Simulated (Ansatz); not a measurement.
Calculation: PBE (plane waves to 420 eV, PAW; Ansatz, an electronic-structure program).

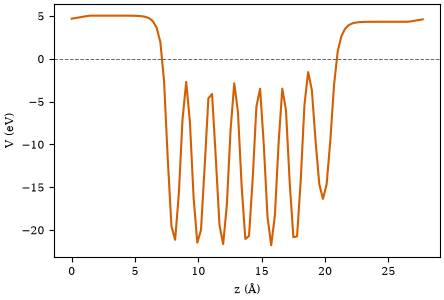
Planar average of the electrostatic potential across the slab, in eV from the Fermi level, for a constructed model of the (100) surface of fcc Rh, a pseudomorphic layer of In in the host's stacking (bottom of the slab: a bare face, its two planes held)

Model: 7-atom slab, 11.8 Å thick at the start, 14x14x1 mesh, Fermi-Dirac 0.1 eV, dipole correction, 2 atoms held, the rest relaxed; start symmetry kept, larger cells not searched; no spin, no spin-orbit, no U. It is one candidate, not shown to be the stable structure of the face.

The vacuum level lies 4.33 eV above the Fermi level over the top face and 5.05 eV above it under the bottom face.
